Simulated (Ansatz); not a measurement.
**Pressure series in BeS**

The reference is BeS in the zinc blende structure (space group F-43m, No. 216).

```yaml
crystal:
  lattice:
    - [0.00000, 2.41904, 2.41904]
    - [2.41904, 0.00000, 2.41904]
    - [2.41904, 2.41904, 0.00000]
  atoms:
    - { symbol: Be, position: [0.00000, 0.00000, 0.00000] }
    - { symbol: S, position: [0.25000, 0.25000, 0.25000] }
```

Cell and atoms are relaxed at each pressure.

All numbers come from PBEsol (Ansatz, an electronic-structure program), spin-orbit coupling left out.

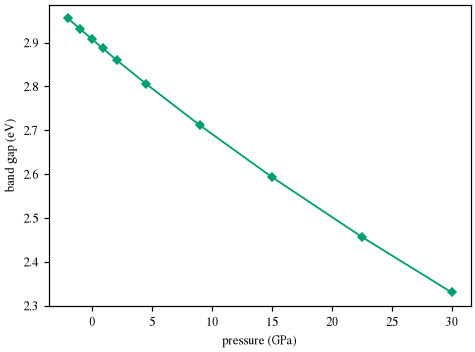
Figure: Band gap against pressure

```tsv
pressure (GPa)	band gap
-2	2.96 eV
-1	2.93 eV
0.9	2.89 eV
2.1	2.86 eV
4.5	2.81 eV
9	2.71 eV
15	2.59 eV
22.5	2.46 eV
30	2.33 eV
```

Load acts through the strain it causes; cell and atoms are relaxed under it. Whether these cells are dynamically stable was not tested. No other phases were tried under pressure.
